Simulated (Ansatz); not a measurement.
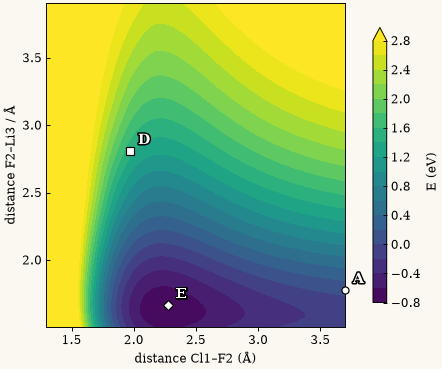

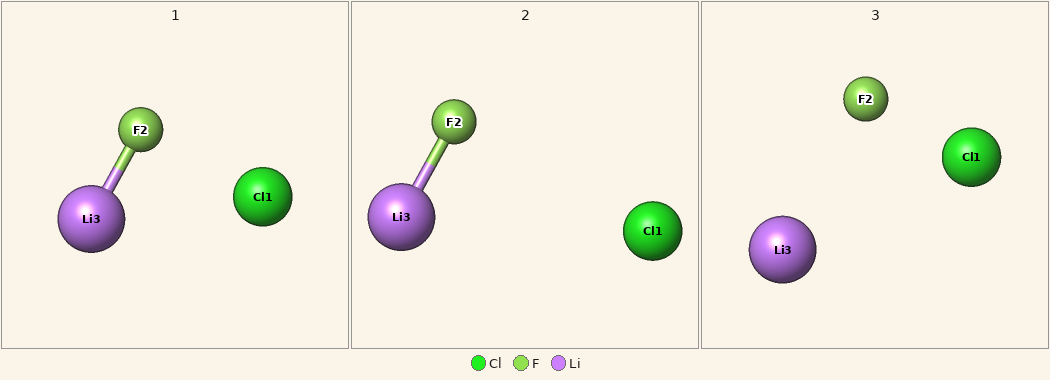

The system Cl + FLi, spin multiplicity 2. 
- First axis: distance Cl1–F2. Second axis: distance F2–Li3.
- Nothing is relaxed (the angle Cl1–F2–Li3 is fixed at 90 degrees).
- The scan uses a 17 × 17 grid.
- Points are written as (first, second).
- Energies are in eV, from Cl far from the relaxed FLi (each part in its own basis).
- These are results of UKS PBE0-D4/def2-SVPD in Ansatz, not measurements.

In the figure: filled contours, one colour for all values above the top of the scale, lettered points. Between grid points the surface is interpolated. The numbered pictures are the structures at these points, in random order.

> Which structure belongs to which point?

A is structure 2: (3.696 Å, 1.776 Å), 0.06 eV; D is structure 3: (1.967 Å, 2.807 Å), 1.5 eV; E is structure 1: (2.271 Å, 1.665 Å), −0.7 eV.
